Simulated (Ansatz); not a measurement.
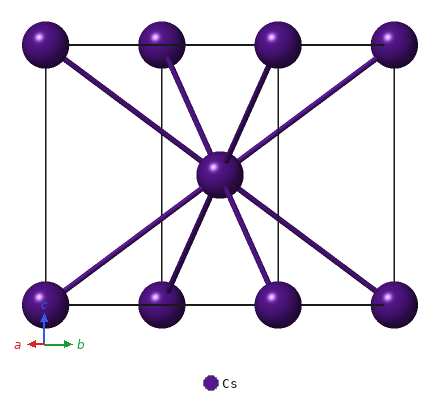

The structure, seen along [210]; the drawing may span several cells.

Structure (in its standard cell), the input geometry of an electronic-structure calculation (not necessarily at equilibrium):

```cif
data_structure
_symmetry_space_group_name_H-M 'P 1'
_symmetry_Int_Tables_number 1
_cell_length_a 6.0500
_cell_length_b 6.0500
_cell_length_c 6.0500
_cell_angle_alpha 90.000
_cell_angle_beta 90.000
_cell_angle_gamma 90.000
_cell_volume 221.45
loop_
_atom_site_label
_atom_site_type_symbol
_atom_site_fract_x
_atom_site_fract_y
_atom_site_fract_z
_atom_site_occupancy
Cs1 Cs 0.00000 0.00000 0.00000 1
Cs2 Cs 0.50000 0.50000 0.50000 1
```

> What does the kinematic electron diffraction pattern along [210] look like at 200 kV (B = 0.5 Å²)?

The spots form a centred rectangular net whose two shortest vectors correspond to d = 3.02 Å and 2.47 Å, 65.9° apart. They are 0 0 2 and 1 -2 1. The pattern has symmetry 2mm. The lattice centring (I) removes all reflections that break h + k + l = 2n.

Strongest reflections with d > 0.80 Å, one of each family (|F|² from tabulated Gaussian fits of the electron scattering factors, times a small damping for the curvature of the Ewald sphere):

| hkl | d (Å) | I (strongest = 100) |
| --- | --- | --- |
| 0 0 2 | 3.025 | 100 |
| 1 -2 1 | 2.470 | 73 |
| 1 -2 3 | 1.617 | 30 |
| 0 0 4 | 1.512 | 25 |
| 2 -4 0 | 1.353 | 19 |
| 2 -4 2 | 1.235 | 15 |

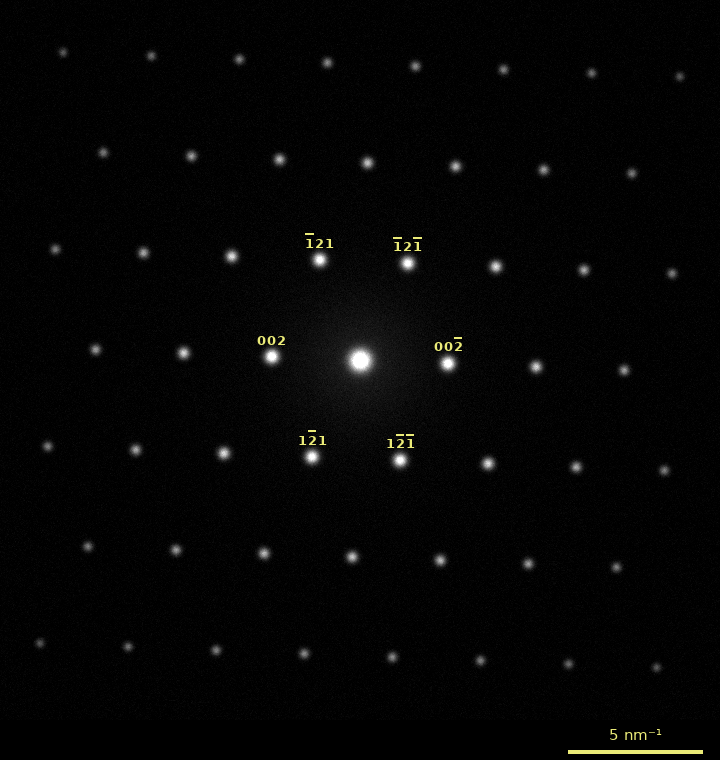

Calculated pattern, seen from the source side with [210] pointing towards the source.
